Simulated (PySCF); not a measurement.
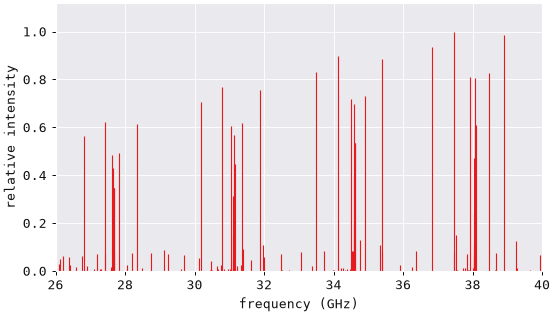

GeNH₄Br, SMILES [NH2][GeH2][Br], singlet. Simulated rotational absorption lines between 26 and 40 GHz at 10 K: rigid rotor with the equilibrium constants and dipole of one optimised conformer (PBE0-D3(BJ)/def2-SVP, PySCF 2.14.0), commonest isotopes; no centrifugal distortion, hyperfine structure, internal rotation or nuclear-spin weights; lines within 1 MHz of each other are summed.

**What are the rotational constants, and what kind of rotor is it?**

Rotational constants A, B, C = 12.07, 1.823, 1.633 GHz; Ray's κ = −0.96, a near-prolate asymmetric top.

**Assign the strongest lines, as J(Ka,Kc).**

```csv
GHz,upper,lower,type,relative intensity
37.47,"11(0,11)","10(0,10)",a,1.00
38.91,"11(1,10)","10(1,9)",a,0.99
36.84,"11(1,11)","10(1,10)",a,0.93
34.14,"10(0,10)","9(0,9)",a,0.90
```

Known limits of this run: coarse grid, loose stop and no frequency check, small forces are noise and the end may be a saddle.
